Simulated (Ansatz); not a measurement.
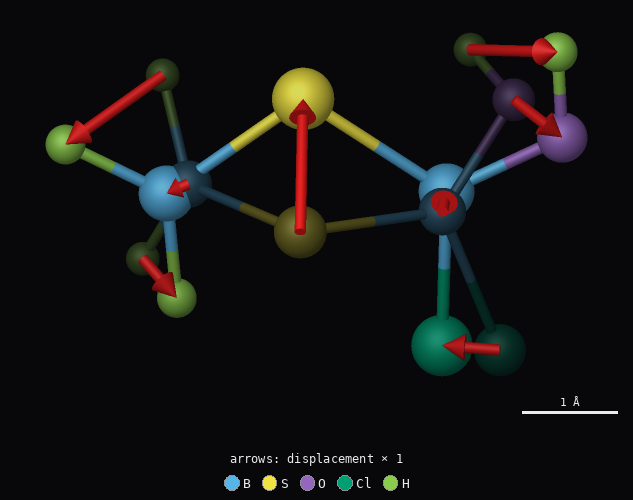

A relaxation of B₂H₃SOCl (coarse preliminary run). The starting structure is drawn faded, the final one solid; red arrows show the displacements, at their true length. The two geometries are superimposed by the best rigid fit.

Style: ball-and-stick. Shown face on.

The start comes from a force field.

Method: RKS PBE-D4/def2-SVP in Ansatz 0.2.0.

Input
```yaml
crystal:
  periodic: [false, false, false]
  atoms:
    - {symbol: B, position_ang: [-0.668700, -0.027400, 1.438400]}
    - {symbol: S, position_ang: [-0.280000, 1.491400, 0.345200]}
    - {symbol: B, position_ang: [0.611300, 0.416000, -0.905500]}
    - {symbol: O, position_ang: [0.009500, -0.141400, -2.039200]}
    - {symbol: Cl, position_ang: [2.451300, 0.097900, -0.698800]}
    - {symbol: H, position_ang: [0.011600, -0.302700, 2.291800]}
    - {symbol: H, position_ang: [-1.691400, -0.576300, 1.236200]}
    - {symbol: H, position_ang: [-0.351500, -1.014600, -1.723900]}
basis:
  gaussian: {orbitals: def2-SVP}
hamiltonian: {xc: pbe, dispersion: d4}
relax: {f_tol: 0.03, max_steps: 200}
```

### Describe the change and its energy.

After 24 accepted moves (27 points after the start) the energy has fallen by 1.731 eV. The largest force component goes from 2.1 to 0.023 eV/Å. The line search rejected the trial steps at points 14, 17, 20 of the run. The largest move after the best rigid fit is that of S2, 1.73 Å. By element the largest moves are S 1.73 Å, H 1.34 Å, O 0.66 Å, Cl 0.61 Å, B 0.44 Å. Some distances before and after: B1–S2 1.911 → 1.791 Å, B3–Cl5 1.879 → 1.761 Å, B1–H6 1.126 → 1.210 Å, B3–O4 1.399 → 1.355 Å. Bond angles that change, for instance: B1–S2–B3 91.3° → 107.7°, B3–O4–H8 104.4° → 113.1°, S2–B3–O4 124.4° → 118.4°. Groups turn about B1–S2 by about 90°, B3–O4 by about 85°, S2–B3 by about 85°.
